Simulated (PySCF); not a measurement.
## Electronic structure of PN (charge +1, doublet) in real space

```xyz
2

P     0.0000    0.0000   -0.4623
N     0.0000    0.0000    1.0227
```

All numbers below come from PBE0/6-31G(d,p), non-relativistic, at a bond length of 1.485 Å (PySCF).

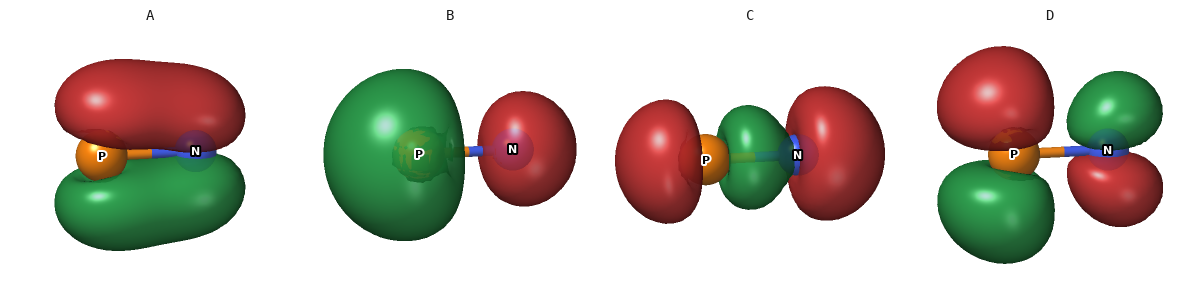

Figure 1. Four frontier β-spin orbitals, each drawn at the value that holds 80 % of its norm (green and red are the two phases), in no order; of a degenerate pair one member is drawn.

Label each orbital by symmetry, say whether it is occupied, and order them by energy.

Orbital B: σ, occupied in this spin, −21.74 eV; mainly on P (80 %).
Orbital A: π, occupied in this spin, −17.98 eV; bonding, with no node between the atoms.
Orbital C: σ, empty in this spin, −14.30 eV; shared between the atoms (P 30 %, N 70 %).
Orbital D: π, empty in this spin, −10.20 eV; antibonding, with a node between the atoms.

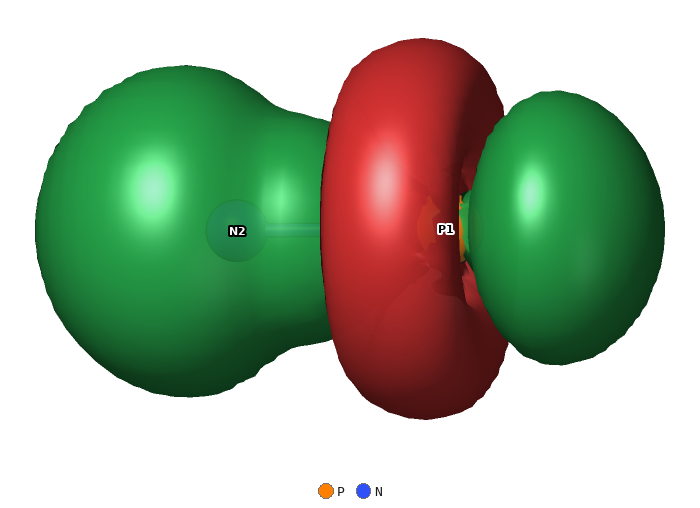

Figure 2. Isosurfaces of the spin density (α minus β) at +0.015 (green) and −0.015 e/Å³ (red), seen from one side.

Describe the spin distribution.

The unpaired spin (1 electron) lies mostly on N2 (about 1.0), in electrons by Hirshfeld's partition.

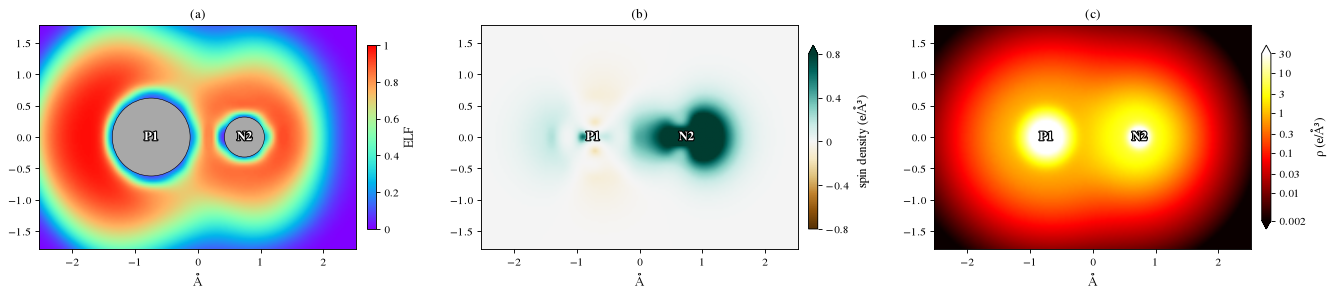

Figure 3. (a) electron localisation function; (b) spin density; (c) electron density on a plane that holds the molecular axis. Grey discs cover the atomic cores in the ELF map.

Read the bonding off the picture.

- The plane passes through P and N nuclei.
- P–N (1.48 Å): the density is about 1.6 e/Å³ at the midpoint; the ELF peaks at about 0.80 between the atoms (a short, strongly polar bond).
- The ELF also peaks beside N2 and P1, away from the bonds: non-bonding electrons, paired or unpaired.
